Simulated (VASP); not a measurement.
# TiC (Khamrabaevite): structure and properties in VASP, part 3 of 4

Aim: relax TiC (Khamrabaevite) with PBEsol, compute its properties on that cell and hold them against experiment. Left out of this account: 1 further run (relaxation: it shows nothing beyond the runs told). The start is a cell from a database of measured crystal structures.

VASP 6.6.1; PBEsol; plane waves and PAW (Ti_sv, C).

Still holding for the runs below: The k-mesh is coarse for a metal.

So far. Step 5 (Band structure (PBEsol)): Of the bands kept, 4 cross the Fermi level on this path. Step 6 (Density of states (PBEsol)): The finer mesh and the other smearing move the Fermi level by +0.06 eV from the 8×8×8 run, one measure of the sampling error in the zero of the bands above. Of the states within 0.3 eV of the Fermi level, the largest shares in the PAW spheres are Ti d 41 % and C p 24 %. The rest lies in smaller channels or between the spheres.

### Step 7. Volume scan with PBEsol, volume scale 0.94

An equation of state needs energies on both sides of the minimum, all on one mesh and cutoff.

INCAR reads:

```
SYSTEM = TiC
PREC = Accurate
ENCUT = 520
EDIFF = 1E-06
NELM = 100
ISMEAR = 0
SIGMA = 0.05
LREAL = .FALSE.
ALGO = Normal
GGA = PS
NBANDS = 14
LASPH = .TRUE.
LORBIT = 11
LWAVE = .FALSE.
LCHARG = .FALSE.
KPAR = 2
ISIF = 2
```

POSCAR reads:

```
TiC
1.0
    0.0000000000      2.1036308370      2.1036308370
    2.1036308370      0.0000000000      2.1036308370
    2.1036308370      2.1036308370      0.0000000000
Ti C
1 1
Direct
    0.0000000000      0.0000000000      0.0000000000
    0.5000000000      0.5000000000      0.5000000000
```

KPOINTS reads:

```
Automatic mesh
0
Gamma
8 8 8
0 0 0
```

PAW data sets: Ti_sv and C (PBE family, release 64).

The run is started by

```sh
$ mpirun -np 2 vasp_std
```

What it wrote:

```text
[... set-up lines as in an earlier step ...]
 entering main loop
       N       E                     dE             d eps       ncg     rms          rms(c)
DAV:   1     0.120511077417E+03    0.12051E+03   -0.81204E+03   820   0.139E+03
DAV:   2    -0.172272479168E+02   -0.13774E+03   -0.12997E+03   842   0.359E+02
DAV:   3    -0.246490060417E+02   -0.74218E+01   -0.72567E+01  1094   0.809E+01
DAV:   4    -0.249212444447E+02   -0.27224E+00   -0.27206E+00   996   0.144E+01
DAV:   5    -0.249265754859E+02   -0.53310E-02   -0.53308E-02  1084   0.180E+00    0.205E+01
DAV:   6    -0.201367925398E+02    0.47898E+01   -0.11695E+01  1150   0.604E+01    0.643E+00
DAV:   7    -0.197562758201E+02    0.38052E+00   -0.17607E+00   990   0.197E+01    0.584E+00
DAV:   8    -0.197300176501E+02    0.26258E-01   -0.13219E-01   952   0.517E+00    0.219E+00
DAV:   9    -0.197370377530E+02   -0.70201E-02   -0.54357E-02   998   0.210E+00    0.918E-01
DAV:  10    -0.197350197557E+02    0.20180E-02   -0.69838E-03  1032   0.115E+00    0.619E-01
DAV:  11    -0.197339533056E+02    0.10665E-02   -0.33063E-03   890   0.886E-01    0.524E-02
DAV:  12    -0.197339181722E+02    0.35133E-04   -0.19663E-04   920   0.215E-01    0.164E-02
DAV:  13    -0.197339109351E+02    0.72370E-05   -0.14592E-05  1036   0.568E-02    0.663E-03
DAV:  14    -0.197339105312E+02    0.40389E-06   -0.21381E-06   856   0.225E-02
   1 F= -.19733911E+02 E0= -.19733577E+02  d E =-.666565E-03
```

It took 5.8 s on 2 MPI ranks of AMD EPYC 7R43, shared host; peak memory 0.21 GiB; 10 s of CPU time.

OUTCAR, selected parts (step 7):

```text
   ENCUT  =  520.0 eV  38.22 Ry    6.18 a.u.   5.53  5.53  5.53*2*pi/ulx,y,z

   NELECT =      16.0000    total number of electrons

 E-fermi :  10.3216

 k-point     1 :       0.0000    0.0000    0.0000
  band No.  band energies     occupation
      1     -45.7196      2.00000
      2     -21.7905      2.00000
      3     -21.7905      2.00000
      4     -21.7905      2.00000
      5      -2.4080      2.00000
      6      11.0462      0.00000
      7      11.0462      0.00000
      8      11.0462      0.00000
      9      12.1808      0.00000
     10      12.1808      0.00000
    ...

  Total        2.1550052      2.1550052      2.1550052      0.0000000      0.0000000      0.0000000
  in kB      185.4472151    185.4472151    185.4472151      0.0000000      0.0000000      0.0000000
  external PRESSURE =     185.4472151 kB  Pullay stress =       0.0000000 kB

 POSITION                                       TOTAL-FORCE (eV/Angst)
 -----------------------------------------------------------------------------------
      0.00000      0.00000      0.00000         0.000000     -0.000000      0.000000
      2.10363      2.10363      2.10363        -0.000000      0.000000     -0.000000
 -----------------------------------------------------------------------------------
    total drift:                                0.000000     -0.000000     -0.000000

  FREE ENERGIE OF THE ION-ELECTRON SYSTEM (eV)
  ---------------------------------------------------
  free  energy   TOTEN  =       -19.7339105312 eV

  energy  without entropy=      -19.7332439658  energy(sigma->0) =      -19.73357725

[... 4 parts as in an earlier step ...]

[... 12 further parts left out ...]
```

The scan keeps the cell's shape and the fractional positions fixed.

This step gave:

```
SCF cycles              : 14
bands                   : 14
irreducible k-points    : 29
free energy (TOTEN)     : -19.73 eV
energy at zero smearing : -19.73 eV
Fermi energy            : 10.32 eV
pressure                : 18.54 GPa
```

The pressure here is 18.54 GPa.

### Step 8. Volume scan with PBEsol, volume scale 0.96

INCAR is that of step 7.

POSCAR reads:

```
TiC
1.0
    0.0000000000      2.1184456267      2.1184456267
    2.1184456267      0.0000000000      2.1184456267
    2.1184456267      2.1184456267      0.0000000000
Ti C
1 1
Direct
    0.0000000000      0.0000000000      0.0000000000
    0.5000000000      0.5000000000      0.5000000000
```

KPOINTS is that of step 7.

The run is started by

```sh
$ mpirun -np 2 vasp_std
```

What it wrote:

```text
[... set-up lines as in an earlier step ...]
 entering main loop
       N       E                     dE             d eps       ncg     rms          rms(c)
DAV:   1     0.124670021911E+03    0.12467E+03   -0.81462E+03   812   0.138E+03
DAV:   2    -0.168380107497E+02   -0.14151E+03   -0.13308E+03   866   0.360E+02
DAV:   3    -0.247309506311E+02   -0.78929E+01   -0.77181E+01  1034   0.847E+01
DAV:   4    -0.250147559519E+02   -0.28381E+00   -0.28364E+00  1028   0.148E+01
DAV:   5    -0.250223244784E+02   -0.75685E-02   -0.75683E-02  1038   0.198E+00    0.199E+01
DAV:   6    -0.202250968840E+02    0.47972E+01   -0.11976E+01  1150   0.603E+01    0.647E+00
DAV:   7    -0.198005992734E+02    0.42450E+00   -0.18577E+00   998   0.202E+01    0.564E+00
DAV:   8    -0.197694806761E+02    0.31119E-01   -0.12396E-01   936   0.490E+00    0.251E+00
DAV:   9    -0.197744522581E+02   -0.49716E-02   -0.66432E-02  1004   0.255E+00    0.880E-01
DAV:  10    -0.197727287146E+02    0.17235E-02   -0.78739E-03  1014   0.115E+00    0.639E-01
DAV:  11    -0.197713490712E+02    0.13796E-02   -0.39684E-03   878   0.100E+00    0.546E-02
DAV:  12    -0.197713157411E+02    0.33330E-04   -0.24964E-04   920   0.235E-01    0.973E-03
DAV:  13    -0.197713096950E+02    0.60461E-05   -0.12486E-05  1128   0.475E-02    0.425E-03
DAV:  14    -0.197713093287E+02    0.36630E-06   -0.13855E-06   774   0.177E-02
   1 F= -.19771309E+02 E0= -.19770959E+02  d E =-.701432E-03
```

The job ended after 5.8 s (2 MPI ranks; peak memory 0.2 GiB).

Parts of OUTCAR (step 8):

```text
   ENCUT  =  520.0 eV  38.22 Ry    6.18 a.u.   5.57  5.57  5.57*2*pi/ulx,y,z

   NELECT =      16.0000    total number of electrons

 E-fermi :  10.0658

 k-point     1 :       0.0000    0.0000    0.0000
  band No.  band energies     occupation
      1     -46.0401      2.00000
      2     -22.1266      2.00000
      3     -22.1266      2.00000
      4     -22.1266      2.00000
      5      -2.5741      2.00000
      6      10.7810      0.00000
      7      10.7810      0.00000
      8      10.7811      0.00000
      9      11.8908      0.00000
     10      11.8908      0.00000
    ...

  Total        1.3888397      1.3888397      1.3888397      0.0000000     -0.0000000      0.0000000
  in kB      117.0255670    117.0255670    117.0255670      0.0000000     -0.0000000      0.0000000
  external PRESSURE =     117.0255670 kB  Pullay stress =       0.0000000 kB

 POSITION                                       TOTAL-FORCE (eV/Angst)
 -----------------------------------------------------------------------------------
      0.00000      0.00000      0.00000         0.000000      0.000000      0.000000
      2.11845      2.11845      2.11845        -0.000000      0.000000     -0.000000
 -----------------------------------------------------------------------------------
    total drift:                                0.000000     -0.000000     -0.000000

  FREE ENERGIE OF THE ION-ELECTRON SYSTEM (eV)
  ---------------------------------------------------
  free  energy   TOTEN  =       -19.7713093287 eV

  energy  without entropy=      -19.7706078967  energy(sigma->0) =      -19.77095861

[... 4 parts as in an earlier step ...]

[... 12 further parts left out ...]
```

Numbers from this step:

```yaml
free_energy_toten: -19.77 eV
energy_at_zero_smearing: -19.77 eV
fermi_energy: 10.07 eV
pressure: 11.70 GPa
```

The pressure falls from 18.54 to 11.70 GPa.

The run ends at a pressure of 11.70 GPa.

### Step 9. Volume scan with PBEsol, volume scale 0.98

INCAR is that of step 8.

POSCAR reads:

```
TiC
1.0
    0.0000000000      2.1330560583      2.1330560583
    2.1330560583      0.0000000000      2.1330560583
    2.1330560583      2.1330560583      0.0000000000
Ti C
1 1
Direct
    0.0000000000      0.0000000000      0.0000000000
    0.5000000000      0.5000000000      0.5000000000
```

KPOINTS is that of step 8.

The run is started by

```sh
$ mpirun -np 2 vasp_std
```

What it wrote:

```text
[... set-up lines as in an earlier step ...]
 entering main loop
       N       E                     dE             d eps       ncg     rms          rms(c)
DAV:   1     0.118339602804E+03    0.11834E+03   -0.81266E+03   812   0.138E+03
DAV:   2    -0.172053573755E+02   -0.13554E+03   -0.12763E+03   866   0.350E+02
DAV:   3    -0.248293538386E+02   -0.76240E+01   -0.74655E+01  1080   0.823E+01
DAV:   4    -0.250935337370E+02   -0.26418E+00   -0.26398E+00   992   0.139E+01
[...]
DAV:  12    -0.197926665163E+02    0.23381E-04   -0.30867E-04   890   0.242E-01    0.192E-02
DAV:  13    -0.197926611992E+02    0.53171E-05   -0.11439E-05  1162   0.390E-02    0.289E-03
DAV:  14    -0.197926608919E+02    0.30726E-06   -0.76726E-07   624   0.140E-02
   1 F= -.19792661E+02 E0= -.19792268E+02  d E =-.785596E-03
```

Run time: 5.6 s. Hardware: 2 MPI ranks; peak memory 0.21 GiB; 10 s of CPU time.

From OUTCAR (step 9):

```text
  Total        0.6695501      0.6695501      0.6695501      0.0000000      0.0000000     -0.0000000
  in kB       55.2658532     55.2658532     55.2658532      0.0000000      0.0000000     -0.0000000
  external PRESSURE =      55.2658532 kB  Pullay stress =       0.0000000 kB

 POSITION                                       TOTAL-FORCE (eV/Angst)
 -----------------------------------------------------------------------------------
      0.00000      0.00000      0.00000        -0.000000     -0.000000     -0.000000
      2.13306      2.13306      2.13306         0.000000      0.000000      0.000000
 -----------------------------------------------------------------------------------
    total drift:                                0.000000     -0.000000     -0.000000

  FREE ENERGIE OF THE ION-ELECTRON SYSTEM (eV)
  ---------------------------------------------------
  free  energy   TOTEN  =       -19.7926608919 eV

  energy  without entropy=      -19.7918752963  energy(sigma->0) =      -19.79226809

[... 1 part as in an earlier step ...]

[... 2 further parts left out ...]
[key lines of the parts left out:]
E-fermi :   9.8165
```

The pressure falls from 11.70 to 5.53 GPa.

The run ends at a pressure of 5.53 GPa.

### Step 10. Volume scan with PBEsol, volume scale 1

INCAR is that of step 9.

POSCAR reads:

```
TiC
1.0
    0.0000000000      2.1474690364      2.1474690364
    2.1474690364      0.0000000000      2.1474690364
    2.1474690364      2.1474690364      0.0000000000
Ti C
1 1
Direct
    0.0000000000      0.0000000000      0.0000000000
    0.5000000000      0.5000000000      0.5000000000
```

KPOINTS is that of step 9.

The run is started by

```sh
$ mpirun -np 2 vasp_std
```

What it wrote:

```text
[... set-up lines as in an earlier step ...]
 entering main loop
       N       E                     dE             d eps       ncg     rms          rms(c)
[... 14 cycles as in an earlier step ...]
   1 F= -.19799511E+02 E0= -.19799076E+02  d E =-.871180E-03
```

The job ended after 5.6 s (2 MPI ranks; peak memory 0.21 GiB; 10 s of CPU time).

Parts of OUTCAR (step 10):

```text
[... 6 parts as in an earlier step ...]

[... 1 further part left out ...]
[key lines of the parts left out:]
E-fermi :   9.5732
```

The pressure falls from 5.53 to -0.06 GPa, so it vanishes between these two volumes.

### Step 11. Volume scan with PBEsol, volume scale 1.02

INCAR is that of step 10.

POSCAR reads:

```
TiC
1.0
    0.0000000000      2.1616911001      2.1616911001
    2.1616911001      0.0000000000      2.1616911001
    2.1616911001      2.1616911001      0.0000000000
Ti C
1 1
Direct
    0.0000000000      0.0000000000      0.0000000000
    0.5000000000      0.5000000000      0.5000000000
```

KPOINTS is that of step 10.

The run is started by

```sh
$ mpirun -np 2 vasp_std
```

What it wrote:

```text
[... set-up lines as in an earlier step ...]
 entering main loop
       N       E                     dE             d eps       ncg     rms          rms(c)
DAV:   1     0.119820870832E+03    0.11982E+03   -0.81675E+03   812   0.138E+03
DAV:   2    -0.168290992858E+02   -0.13665E+03   -0.12855E+03   872   0.358E+02
DAV:   3    -0.249126698670E+02   -0.80836E+01   -0.79233E+01  1088   0.839E+01
DAV:   4    -0.251994204404E+02   -0.28675E+00   -0.28659E+00   988   0.151E+01
[...]
DAV:  12    -0.197932972961E+02    0.11632E-04   -0.44730E-04   926   0.224E-01    0.593E-02
DAV:  13    -0.197932846507E+02    0.12645E-04   -0.37435E-05   974   0.466E-02    0.826E-03
DAV:  14    -0.197932837213E+02    0.92943E-06   -0.25203E-06   938   0.229E-02
   1 F= -.19793284E+02 E0= -.19792832E+02  d E =-.903879E-03
```

Wall time 5.6 s (2 MPI ranks); peak memory 0.21 GiB.

OUTCAR, selected parts (step 11):

```text
  Total       -0.6488592     -0.6488592     -0.6488592     -0.0000000     -0.0000000      0.0000000
  in kB      -51.4576775    -51.4576775    -51.4576775     -0.0000000     -0.0000000      0.0000000
  external PRESSURE =     -51.4576775 kB  Pullay stress =       0.0000000 kB

 POSITION                                       TOTAL-FORCE (eV/Angst)
 -----------------------------------------------------------------------------------
      0.00000      0.00000      0.00000         0.000000      0.000000     -0.000000
      2.16169      2.16169      2.16169         0.000000      0.000000      0.000000
 -----------------------------------------------------------------------------------
    total drift:                                0.000000     -0.000000     -0.000000

  FREE ENERGIE OF THE ION-ELECTRON SYSTEM (eV)
  ---------------------------------------------------
  free  energy   TOTEN  =       -19.7932837213 eV

  energy  without entropy=      -19.7923798426  energy(sigma->0) =      -19.79283178

[... 1 part as in an earlier step ...]

[... 2 further parts left out ...]
[key lines of the parts left out:]
E-fermi :   9.3363
```

The pressure falls from -0.06 to -5.15 GPa.

The run ends at a pressure of -5.15 GPa.

### Step 12. Volume scan with PBEsol, volume scale 1.04

INCAR is that of step 11.

POSCAR reads:

```
TiC
1.0
    0.0000000000      2.1757284486      2.1757284486
    2.1757284486      0.0000000000      2.1757284486
    2.1757284486      2.1757284486      0.0000000000
Ti C
1 1
Direct
    0.0000000000      0.0000000000      0.0000000000
    0.5000000000      0.5000000000      0.5000000000
```

KPOINTS is that of step 11.

The run is started by

```sh
$ mpirun -np 2 vasp_std
```

What it wrote:

```text
[... set-up lines as in an earlier step ...]
 entering main loop
       N       E                     dE             d eps       ncg     rms          rms(c)
DAV:   1     0.121187292095E+03    0.12119E+03   -0.79370E+03   812   0.135E+03
DAV:   2    -0.162408860655E+02   -0.13743E+03   -0.12892E+03   860   0.354E+02
DAV:   3    -0.248435751897E+02   -0.86027E+01   -0.83753E+01  1094   0.856E+01
DAV:   4    -0.252313204189E+02   -0.38775E+00   -0.38754E+00  1026   0.165E+01
[...]
DAV:  13    -0.197752048959E+02    0.22125E-04   -0.10404E-04   926   0.919E-02    0.161E-02
DAV:  14    -0.197752022138E+02    0.26821E-05   -0.50689E-06   980   0.345E-02    0.496E-03
DAV:  15    -0.197752020167E+02    0.19711E-06   -0.45506E-07   514   0.103E-02
   1 F= -.19775202E+02 E0= -.19774765E+02  d E =-.874255E-03
```

It took 5.8 s on 2 MPI ranks; peak memory 0.21 GiB; 11 s of CPU time.

From OUTCAR (step 12):

```text
  Total       -1.2414502     -1.2414502     -1.2414502     -0.0000000      0.0000000      0.0000000
  in kB      -96.5596772    -96.5596772    -96.5596772     -0.0000000      0.0000000      0.0000000
  external PRESSURE =     -96.5596772 kB  Pullay stress =       0.0000000 kB

 POSITION                                       TOTAL-FORCE (eV/Angst)
 -----------------------------------------------------------------------------------
      0.00000      0.00000      0.00000        -0.000000      0.000000      0.000000
      2.17573      2.17573      2.17573         0.000000     -0.000000      0.000000
 -----------------------------------------------------------------------------------
    total drift:                                0.000000     -0.000000     -0.000000

  FREE ENERGIE OF THE ION-ELECTRON SYSTEM (eV)
  ---------------------------------------------------
  free  energy   TOTEN  =       -19.7752020167 eV

  energy  without entropy=      -19.7743277614  energy(sigma->0) =      -19.77476489

[... 1 part as in an earlier step ...]

[... 2 further parts left out ...]
[key lines of the parts left out:]
E-fermi :   9.1065
```

The pressure falls from -5.15 to -9.66 GPa.

The run ends at a pressure of -9.66 GPa.

### Step 13. Volume scan with PBEsol, volume scale 1.06

A prediction first. A parabola through the 6 pressures of evenly scaled cells so far, P = -0.08 -266.2 t +561 t² GPa with t = ln(V/V₁) and V₁ the volume at scale 1, gives -13.69 GPa at t = +0.0583.

INCAR is that of step 12.

POSCAR reads:

```
TiC
1.0
    0.0000000000      2.1895869653      2.1895869653
    2.1895869653      0.0000000000      2.1895869653
    2.1895869653      2.1895869653      0.0000000000
Ti C
1 1
Direct
    0.0000000000      0.0000000000      0.0000000000
    0.5000000000      0.5000000000      0.5000000000
```

KPOINTS is that of step 12.

The run is started by

```sh
$ mpirun -np 2 vasp_std
```

What it wrote:

```text
[... set-up lines as in an earlier step ...]
 entering main loop
       N       E                     dE             d eps       ncg     rms          rms(c)
DAV:   1     0.119043620805E+03    0.11904E+03   -0.79974E+03   812   0.136E+03
DAV:   2    -0.169459833638E+02   -0.13599E+03   -0.12758E+03   878   0.349E+02
DAV:   3    -0.249252472416E+02   -0.79793E+01   -0.77917E+01  1122   0.835E+01
DAV:   4    -0.252530571923E+02   -0.32781E+00   -0.32761E+00   970   0.151E+01
[...]
DAV:  13    -0.197463719377E+02    0.47205E-04   -0.14544E-04   980   0.146E-01    0.303E-02
DAV:  14    -0.197463654582E+02    0.64795E-05   -0.17415E-05  1196   0.568E-02    0.207E-03
DAV:  15    -0.197463656289E+02   -0.17072E-06   -0.63703E-07   596   0.875E-03
   1 F= -.19746366E+02 E0= -.19745967E+02  d E =-.797885E-03
```

Wall time 6 s (2 MPI ranks); peak memory 0.22 GiB.

Parts of OUTCAR (step 13):

```text
  Total       -1.8144097     -1.8144097     -1.8144097      0.0000000     -0.0000000      0.0000000
  in kB     -138.4616041   -138.4616041   -138.4616041      0.0000000     -0.0000000      0.0000000
  external PRESSURE =    -138.4616041 kB  Pullay stress =       0.0000000 kB

 POSITION                                       TOTAL-FORCE (eV/Angst)
 -----------------------------------------------------------------------------------
      0.00000      0.00000      0.00000        -0.000000     -0.000000      0.000000
      2.18959      2.18959      2.18959         0.000000      0.000000     -0.000000
 -----------------------------------------------------------------------------------
    total drift:                                0.000000     -0.000000     -0.000000

  FREE ENERGIE OF THE ION-ELECTRON SYSTEM (eV)
  ---------------------------------------------------
  free  energy   TOTEN  =       -19.7463656289 eV

  energy  without entropy=      -19.7455677438  energy(sigma->0) =      -19.74596669

[... 1 part as in an earlier step ...]

[... 2 further parts left out ...]
[key lines of the parts left out:]
E-fermi :   8.8839
```

The pressure falls from -9.66 to -13.85 GPa. The parabola predicted -13.69 GPa, +0.16 GPa off.

### Step 14. Side by side

Times are for 2 MPI ranks of AMD EPYC 7R43, shared host. The runs compared:

```csv
no.,volume scale,energy above the lowest point (meV/atom),pressure (GPa),time,memory (GiB)
1,0.94,32.75,18.54,5.8 s,0.21
2,0.96,14.06,11.70,5.8 s,0.2
3,0.98,3.4,5.527,5.6 s,0.21
4,1,0,-0.06437,5.6 s,0.21
5,1.02,3.12,-5.146,5.6 s,0.21
6,1.04,12.16,-9.656,5.8 s,0.21
7,1.06,26.55,-13.85,6 s,0.22
```

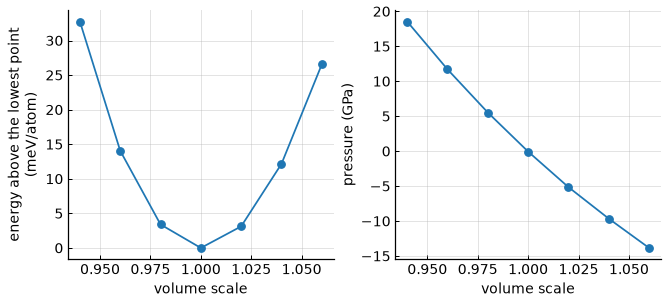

The series as plots.

### Step 15. Fit for PBEsol

This step: Birch-Murnaghan fit, PBEsol; plane waves and PAW (VASP 6.6.1).

This step runs nothing: it gathers the runs above.

Numbers from this step:

* pressure derivative of the bulk modulus: 4.076
* r.m.s. error of the fit: 5.13e-6 eV/atom
* minimum inside the sampled range: yes
* bulk modulus: 264.3 GPa
* equilibrium volume of the fit: 9.904 Å³/atom

The energy above the fitted minimum by volume:

```
volume (Å³/atom)  energy above the fitted minimum (eV/atom)
           9.309                                     0.0328
           9.507                                     0.0141
           9.705                                    0.00341
           9.903                                     8.3e-6
          10.101                                    0.00313
          10.300                                     0.0122
          10.498                                     0.0266
```

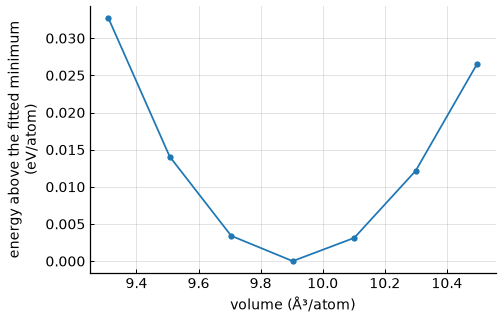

Energy above the fitted minimum, plotted against volume.

The fitted volume lies +0.01 % from the relaxed one.

[end of part 3 of 4]

[Lines on the potential files, build, host, timing and source positions are cut from VASP's logs without a mark.]

[Logs are printed without paths, hosts, clocks, repeated set-up lines and the standing remarks that a program may print on its own settings, such as how far it seeks lower states.]

[Hosts, paths, dates, database ids (printed as entryN), source tags and the programs' standing remarks are cut or masked in the printed files.]

[Measured values are set beside computed ones only where the two were judged alike; some that the calculation misses by far are left out.]
